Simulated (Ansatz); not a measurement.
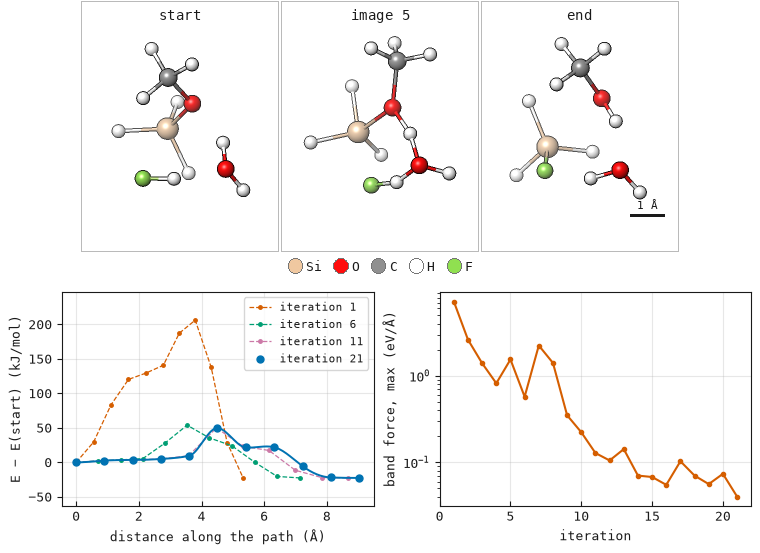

NEB run on CH9FO2Si. Images are numbered from 0 (start) to 10 (end). The plot follows the band through its iterations. The picture is a ball-and-stick view, seen from a free direction.

The calculation used RKS B3LYP-D4/def2-SVP (Ansatz 0.2.0). Run with 9 movable images; climbing image; force threshold 0.05 eV/Å; iteration limit 60; starting path through a guess of the saddle point.

### How did the profile develop, and is the result final?

The run is converged, with reservations. The band converged in 21 iterations. The largest component of the band force went from 7.2 to 0.04 eV/Å. The climbing image converged on the top of the path. Its vibrational analysis gives 2 imaginary modes over 30i cm⁻¹, so it isn't confirmed as a transition state. The first iteration put the highest image at 206.2 kJ/mol. The highest point, image 5, lies 49.7 kJ/mol above the start and 72.3 kJ/mol above the end; the end is at −22.5 kJ/mol relative to the start.
